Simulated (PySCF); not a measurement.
# C4H8AlClO (SMILES C[O][Al]([Cl])[CH]1CC1): what the fields show

```xyz
15

C     2.6512   -0.2526    0.4386
O     1.6258   -0.0526   -0.4906
Al    0.3401    0.1775   -1.4987
Cl    0.6344    0.4291   -3.4935
C    -1.4597    0.1937   -0.6635
C    -1.7300   -0.6954    0.5320
C    -1.6256    0.7727    0.7255
H     3.2203   -1.1480    0.1782
H     3.3248    0.6073    0.4399
H     2.2322   -0.3771    1.4403
H    -2.3210    0.3396   -1.3123
H    -2.7018   -1.1623    0.6074
H    -0.9235   -1.3104    0.9060
H    -2.5235    1.3350    0.9385
H    -0.7478    1.1515    1.2302
```

Geometry: GFN2-xTB.

Theory: PySCF, PBE0/pcSseg-1, SCF density, gas phase, non-relativistic.

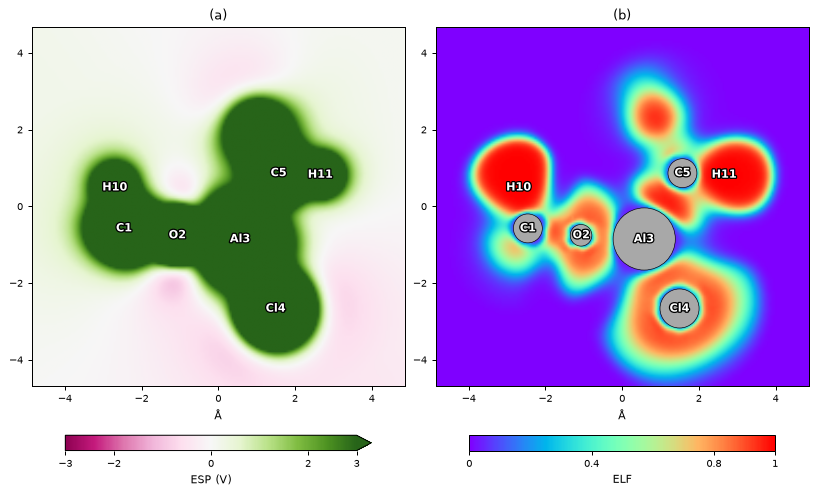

Figure 1. (a) electrostatic potential; (b) ELF on the plane of atoms Al3, C5 and H11. Grey discs cover the atomic cores in the ELF map.

Q: Describe what can be read from this map.

A:
- The plane passes through C, O, Al, Cl and H nuclei.
- C–O (1.40 Å): the ELF peaks at about 0.90 between the atoms, as expected for a polar covalent bond.
- Al–O (1.65 Å): the ELF peaks at about 0.80 in the valence shell of O, 0.6 Å from its nucleus, and is about 0.30 at the midpoint.
- C–Al (1.98 Å): the ELF peaks at about 0.95 between the atoms, as expected for a shared but strongly polarised pair.
- Al–Cl (2.03 Å): the ELF peaks at about 0.85 in the valence shell of Cl, 0.9 Å from its nucleus, and is about 0.80 at the midpoint.
- C–H (1.09 Å): the ELF climbs to about 1 towards the hydrogen, as it does in any bond to H (a covalent bond by its length).
- The ELF also peaks beside Cl4 and O2, away from the bonds: lone-pair regions.
- Outside the dense part of the molecule the potential is most negative (−0.9 V) near O2.

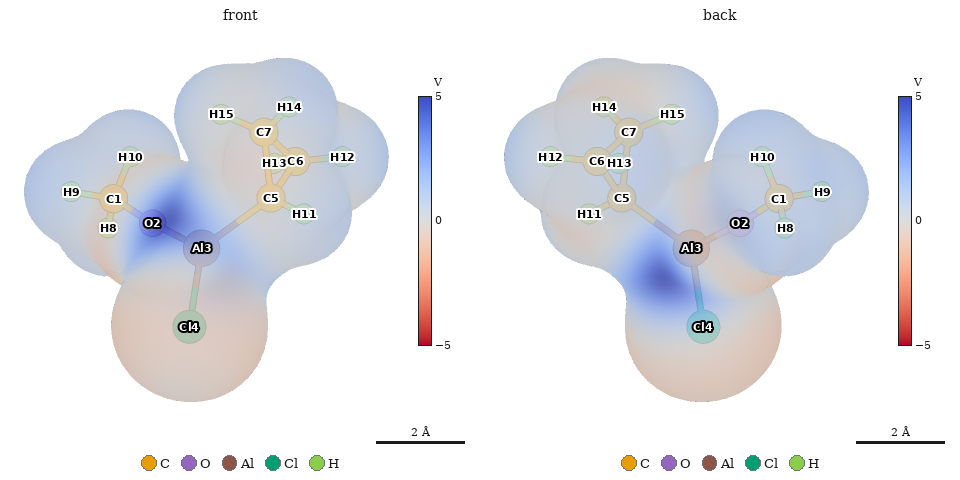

Figure 2. The electrostatic potential painted on the density surface at 0.004 e/bohr³, seen from the front and from behind; red is negative and blue positive.

Q: Which sites attract a positive test charge, and which a negative one?

A: A positive charge is drawn to the negative regions and a negative charge to the positive ones. The most negative region (about −0.7 V, or −16 kcal/mol for a unit charge) lies over O2 and Cl4, the most positive (about +4.7 V, or +108 kcal/mol for a unit charge) over Al3.

Q: How polar is the molecule by this calculation?

A: Its dipole moment is 2.21 D.
